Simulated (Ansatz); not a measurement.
```xyz
10
Lattice="3.0827 0.0000 0.0000 0.0000 3.8586 0.0000 0.0000 0.0000 9.6784" Properties=species:S:1:pos:R:3 pbc="T T T"
Zr    0.0000    0.0000    0.0000
Zr    1.5414    1.9293    4.8392
Mn    0.0000    0.0000    6.7355
Mn    1.5414    1.9293    1.8963
Mn    0.0000    0.0000    2.9429
Mn    1.5414    1.9293    7.7821
N     1.5414    0.0000    1.6075
N     0.0000    1.9293    6.4467
N     0.0000    1.9293    3.2317
N     1.5414    0.0000    8.0709
```

Space group Immm; a generated structure, not necessarily the stable one; spin-polarised.

Computed with DFT PBE, scalar-relativistic, plane waves, PAW (Ansatz 0.2.0).

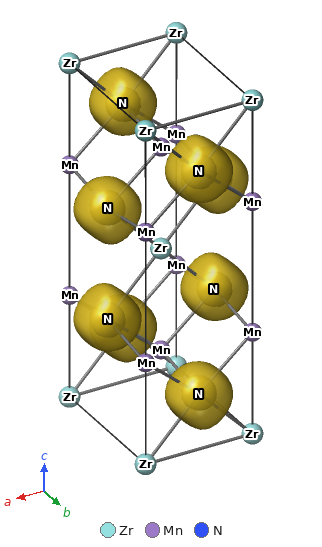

ZrMn2N2. Isosurface of the electron localisation function at 0.7 (yellow), seen at an oblique angle. Only the valence region is drawn (cores and ρ < 0.01 e/Å³ removed). Sticks mark near contacts.

Core electrons are frozen (PAW), and the valence fields are smoothed inside the atomic spheres.

### Where are the electrons localised?

The ELF exceeds this value in four regions wrapped around N (the valence shell of each), counted in one cell of 10 atoms. Regions shared between cells count once. Along the contacts the grid gives the following. Mn–N (1.95 Å): the ELF peaks at about 0.80 in the valence shell of N, 0.6 Å from its nucleus, and is about 0.25 at the midpoint: no shared electron pair shows on this line. Zr–N (2.23 Å): the ELF peaks at about 0.80 in the valence shell of N, 0.6 Å from its nucleus, and drops to about 0.15 between the two atoms: no shared electron pair shows on this line.

### How much charge does the calculation move between the atoms?

Electrons move from Zr and Mn towards N. Bader charges: Zr +1.65, Mn +0.78 and N −1.60 e.

### Which magnetic arrangement did the calculation end in?

Parallel moments (a ferromagnetic arrangement) in this solution; site moments Mn: +2.1 μB (×4) in one cell of 10 atoms.
